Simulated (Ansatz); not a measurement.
# Calculations on SiH₃OCl and related structures

## 1. Relaxation

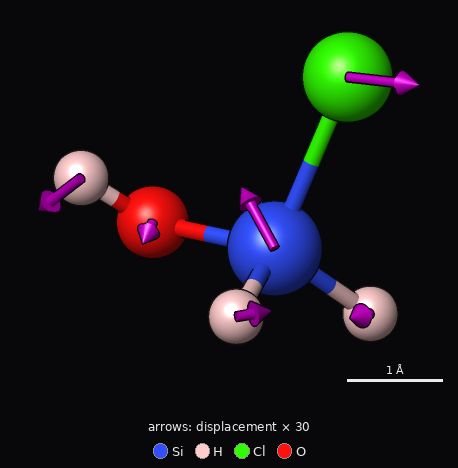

This is a relaxation of SiH3OCl. The starting structure is drawn; purple arrows show the displacements, 30 times their true length. The two geometries are superimposed by the best rigid fit.

Style: ball-and-stick. Shown from a free direction.

It is one of the separated products of a reaction.

Computed with RKS PBE0-D4/def2-TZVP in Ansatz 0.2.0. (force threshold 0.005 eV/Å; at most 200 steps)

> What happened in the run?

Over 5 geometry steps the energy falls by 0.34 kcal/mol. The largest force component goes from 0.72 to 0.002 eV/Å. The atom that moves furthest after the best rigid fit is the Cl atom (0.031 Å). Largest moves by element: Cl 0.031 Å, Si 0.027 Å, H 0.026 Å, O 0.011 Å. Among the contacts that change: O–Si 1.655 → 1.633 Å, H–Si 1.474 → 1.481 Å. Among the angles between lasting bonds that change: Cl–Si–O 108.9° → 111.3°, H–Si–H 115.1° → 112.7°. The run took 9.5 s on 8 threads of Intel Xeon @ 2.50GHz, with other jobs on the host.

## 2. Relaxation

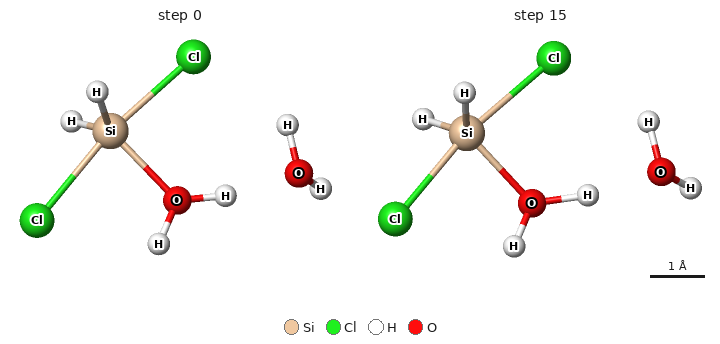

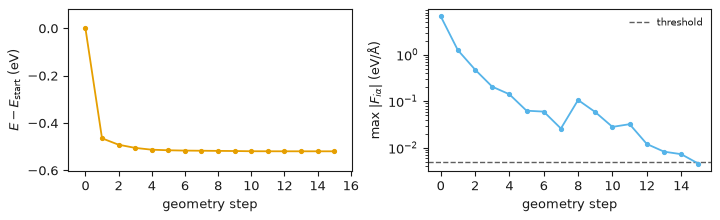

First and last geometry of a relaxation of SiH₆O₂Cl₂ (started from a transition state, displaced along its imaginary mode), with the history of the run. Style: ball-and-stick. Shown at a tilt.

These are results of RKS PBE0-D4/def2-TZVP (Ansatz 0.2.0), not measurements. (force threshold 0.005 eV/Å; at most 200 steps)

### What do the curves and the structures tell?

It converged. The largest move after the best rigid fit is that of an H atom, 0.26 Å. Largest moves by element: H 0.26 Å, O 0.20 Å, Cl 0.18 Å, Si 0.08 Å. Among the contacts that change: H–O 0.908 → 1.048 Å, Cl–Si 2.154 → 2.273 Å, H–O 0.933 → 0.982 Å, Cl–Si 2.239 → 2.210 Å. Bond angles that change, for instance: Si–O–H 127.7° → 124.7°. The energy falls by 0.519 eV in 15 geometry steps. The largest force component goes from 6.7 to 0.0046 eV/Å. The run took 71 s on 8 threads of Intel Xeon @ 2.50GHz, with other jobs on the host.

## 3. Reaction

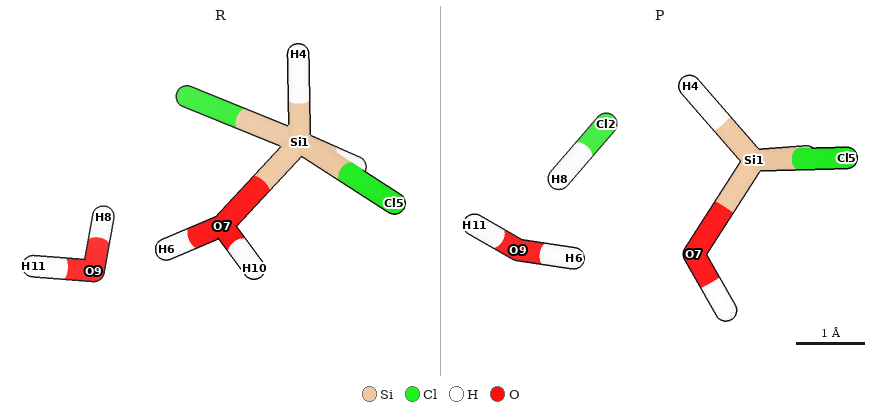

Reactant (R) and product (P) of one elementary step of SiH6O2Cl2. A stick model, seen from a free direction.

Stationary points at PBE0-D4/def2-TZVP, single-point energies with PBE0-D4, B97M-V, B2PLYP (def2-TZVPP where no basis is named; Ansatz 0.2.0). The energies are electronic, without zero-point or thermal terms, and both ends are the minima reached downhill from the saddle, with any fragments still in contact.

R:
```xyz
11

Si   -0.3260    1.3109   -0.5152
Cl   -0.9539   -0.5362   -1.6812
H     0.7066    1.6022   -1.5174
H    -1.7109    1.7946   -0.5257
Cl    0.3779    2.8842    0.8674
H     0.3417   -0.8242    0.6756
O     0.1182    0.1919    0.8048
H     0.1560   -2.0559   -0.6014
O     0.5888   -2.1787    0.2716
H     0.6109    0.6718    1.4893
H     0.0906   -2.8607    0.7322
```

P:
```xyz
11

Si   -0.1832    1.5879   -0.0743
Cl   -0.3192   -1.2487   -2.3220
H     0.5047    1.8945   -1.3418
H    -1.5283    1.0108   -0.2183
Cl   -0.3298    3.3606    0.9534
H     0.3027   -1.3101    0.8075
O     0.6696    0.5056    0.8416
H    -0.1523   -1.8077   -1.1317
O     0.1136   -2.2047    0.4749
H     1.5777    0.7325    1.0554
H    -0.6555   -2.5207    0.9553
```

Predict the saddle point between them and the barrier.

Counted by bonded pieces, R holds H₂O + SiH₄Cl₂O and P holds HCl + H₂O + SiH₃ClO. From R over the saddle to P, bonds form: Cl2–H8 (2.17 → 1.81 → 1.33 Å), H6–O9 (1.43 → 1.13 → 0.97 Å). Bonds break: Si1–Cl2 (2.27 → 2.47 → 3.62 Å), H6–O7 (1.05 → 1.27 → 1.85 Å), H8–O9 (0.98 → 1.05 → 1.68 Å). The saddle has one imaginary mode, 203i cm⁻¹. With PBE0-D4 the barrier is 0.07 eV from R and 0.30 eV from P, and P lies 0.23 eV below R.

| level | barrier from R (eV) | barrier from P (eV) | P less R (eV) |
| --- | --- | --- | --- |
| PBE0-D4 | 0.07 | 0.30 | −0.23 |
| B97M-V | 0.14 | 0.52 | −0.38 |
| B2PLYP | 0.09 | 0.52 | −0.43 |

Saddle geometry:

```xyz
11

Si   -0.2598    1.3243   -0.4168
Cl   -0.7555   -0.6859   -1.7727
H     0.6430    1.6581   -1.5224
H    -1.7132    1.5146   -0.4431
Cl    0.2285    2.9935    0.8599
H     0.4623   -1.0540    0.6429
O     0.3391    0.2093    0.7605
H     0.0211   -1.8636   -0.6413
O     0.4694   -2.1222    0.2687
H     0.7242    0.6898    1.5036
H    -0.1591   -2.6640    0.7607
```

The saddle point in the same view, with dashed sticks for the bonds that form or break:

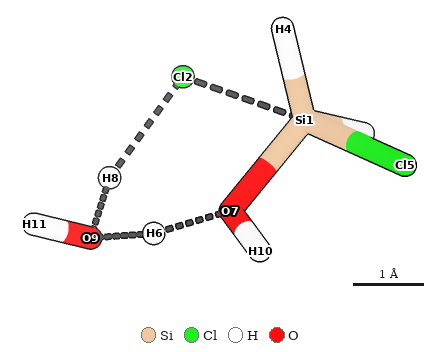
